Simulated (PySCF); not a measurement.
Spin–spin coupling calculation, with input and output: C₂H₅FO₂

The run: spin–spin coupling calculation of C₂H₅FO₂, SMILES CC(O)(O)F. Method and program: B3LYP/pcJ-1 indirect spin-spin coupling, non-relativistic, gas phase (PySCF 2.14.0).

The geometry comes from this level: PBE0-D3(BJ)/def2-SVP.

Figures and captions count atoms from 1; the log counts them from 0 in places.

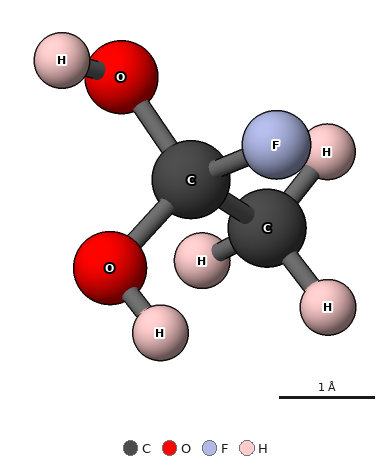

Figure 1. The structure as given in the input (ball-and-stick view, seen at a tilt).

### Results in brief

```csv
quantity,value
outcome,converged
total energy,−329.541593 hartree
HOMO,−8.82 eV
LUMO,0.70 eV
dipole moment,1.48 D
hardware,"1 CPU thread, shared host"
wall time,52 s
peak memory,0.75 GiB
```

### Input file
```
{"job": {"kind": "j", "xc": "B3LYP", "basis": "pcJ-1"}, "charge": 0, "multiplicity": 1}
C     -0.377193    -0.134272     0.042176
C      0.929480     0.598515     0.221415
O     -0.317922    -1.193836    -0.839096
O     -1.334764     0.723847    -0.388399
F     -0.739257    -0.658718     1.278388
H      1.688475    -0.082632     0.629936
H      1.267478     0.985358    -0.748221
H      0.793139     1.435222     0.918544
H      0.224765    -1.886651    -0.445963
H     -2.090082     0.187191    -0.663691
```

The first line tells a small driver script what to run in PySCF; the rest is the geometry in Å.

Launched with:
```bash
OMP_NUM_THREADS=1 python <driver script> task.json out
```

### What the program printed
```
coarse grid: 8536 points
cycle   1  E = -329.2975438785  dE =  7.001e-01  |g| = 1.056e+00  |ddm| = 2.363e+00
cycle   2  E = -329.1108578579  dE =  1.867e-01  |g| = 1.529e+00  |ddm| = 1.382e+00
cycle   3  E = -329.4802618513  dE = -3.694e-01  |g| = 8.330e-02  |ddm| = 8.385e-01
cycle   4  E = -329.4813389119  dE = -1.077e-03  |g| = 4.555e-02  |ddm| = 8.280e-02
cycle   5  E = -329.4817625814  dE = -4.237e-04  |g| = 6.970e-03  |ddm| = 2.982e-02
cycle   6  E = -329.4817677598  dE = -5.178e-06  |g| = 3.655e-03  |ddm| = 5.566e-03
cycle   7  E = -329.4817698678  dE = -2.108e-06  |g| = 3.780e-04  |ddm| = 2.119e-03
final grid: 83296 points
cycle   8  E = -329.5415858499  dE = -1.555e-04  |g| = 6.547e-03  |ddm| = 1.480e-02
cycle   9  E = -329.5415791341  dE =  6.716e-06  |g| = 9.004e-03  |ddm| = 8.581e-03
cycle  10  E = -329.5415926101  dE = -1.348e-05  |g| = 8.059e-04  |ddm| = 5.069e-03
cycle  11  E = -329.5415926495  dE = -3.940e-08  |g| = 5.211e-04  |ddm| = 6.870e-04
cycle  12  E = -329.5415927009  dE = -5.134e-08  |g| = 6.266e-05  |ddm| = 3.165e-04
cycle  13  E = -329.5415927015  dE = -5.745e-10  |g| = 2.010e-05  |ddm| = 4.486e-05
```

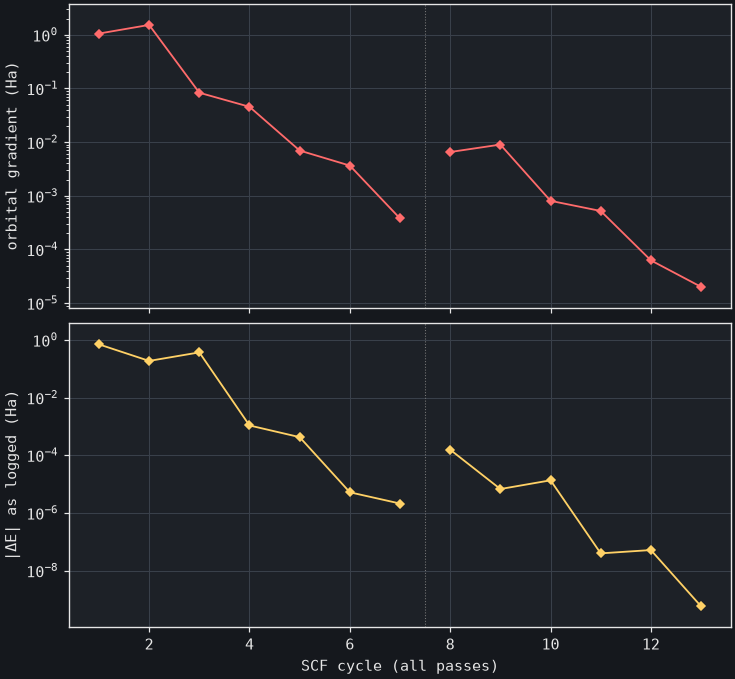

Figure 2. Convergence of the self-consistent field: orbital gradient and size of the energy change against the SCF cycle. The dotted line marks the change from a coarse to the final integration grid. The first 7 cycles use a coarse grid, the final grid takes over at cycle 8, and the field converges after 13 cycles in all.

```
converged SCF energy = -329.5415927015

Indirect spin-spin couplings (Hz)
  i      j    bonds     total        FC       PSO       DSO        SD
  0 C    1 C    1     62.635    62.548    -1.345     0.336     1.095
  0 C    2 O    1     21.252    19.375     3.052    -0.181    -0.994
  0 C    3 O    1     24.498    21.058     4.353    -0.180    -0.732
  0 C    4 F    1   -298.924  -304.221   -10.884     1.226    14.956
  0 C    5 H    2     -5.734    -5.760    -0.236     0.180     0.083
  0 C    6 H    2     -3.825    -3.903    -0.198     0.196     0.080
  0 C    7 H    2     -6.064    -6.097    -0.230     0.180     0.084
  0 C    8 H    2     -2.731    -2.324    -0.195    -0.222     0.010
  0 C    9 H    2     -5.924    -5.062    -0.564    -0.226    -0.072
  1 C    2 O    2     -1.994    -2.518     0.552     0.011    -0.039
  1 C    3 O    2    -15.012   -15.241     0.210    -0.004     0.022
  1 C    4 F    2     44.745    49.037    -4.539    -0.018     0.265
  1 C    5 H    1    132.695   130.668     1.090     0.780     0.157
  1 C    6 H    1    137.016   135.133     0.949     0.762     0.172
  1 C    7 H    1    136.771   134.897     0.930     0.772     0.173
  1 C    8 H    3     -0.373    -0.352     0.087    -0.093    -0.015
  1 C    9 H    3      8.673     8.721     0.721    -0.797     0.028
  2 O    3 O    2      0.684     1.593    -0.912    -0.006     0.008
  2 O    4 F    2      1.987    -1.085     7.565     0.068    -4.560
  2 O    5 H    3      0.273     0.231    -0.051     0.046     0.047
  2 O    6 H    3     -0.543    -0.602     0.039     0.014     0.006
  2 O    7 H    3     -3.162    -3.283    -0.165     0.305    -0.019
  2 O    8 H    1    -77.527   -65.212   -11.716    -0.442    -0.158
  2 O    9 H    3     -0.761    -0.861     0.115    -0.128     0.114
  3 O    4 F    2     -7.107    -3.404     0.713     0.076    -4.493
  3 O    5 H    3    -10.781   -10.865    -0.214     0.296     0.001
  3 O    6 H    3     -0.471    -0.499     0.004    -0.009     0.033
  3 O    7 H    3     -1.391    -1.429     0.015    -0.037     0.060
  3 O    8 H    3     -2.442    -2.673    -0.278     0.504     0.005
  3 O    9 H    1    -75.577   -63.860   -11.256    -0.451    -0.010
  4 F    5 H    3      2.498     2.971     0.040     0.029    -0.542
  4 F    6 H    3     34.215    35.069     1.337    -2.137    -0.053
  4 F    7 H    3     -0.836    -0.430     0.206    -0.092    -0.520
  4 F    8 H    3     -1.246    -3.408     2.896     0.212    -0.947
  4 F    9 H    3     -0.835    -3.035     3.321    -0.692    -0.429
  5 H    6 H    2    -13.406   -13.573     2.526    -2.359         -
  5 H    7 H    2    -14.379   -14.549     2.436    -2.266         -
  5 H    9 H    4      4.454     4.658     2.558    -2.762         -
  6 H    7 H    2    -14.169   -14.323     2.503    -2.349         -
  6 H    8 H    4     -0.198    -0.019     0.967    -1.146         -
  6 H    9 H    4     -0.559    -0.381     2.225    -2.403         -
  7 H    8 H    4     -0.791    -0.640     1.882    -2.033         -
```
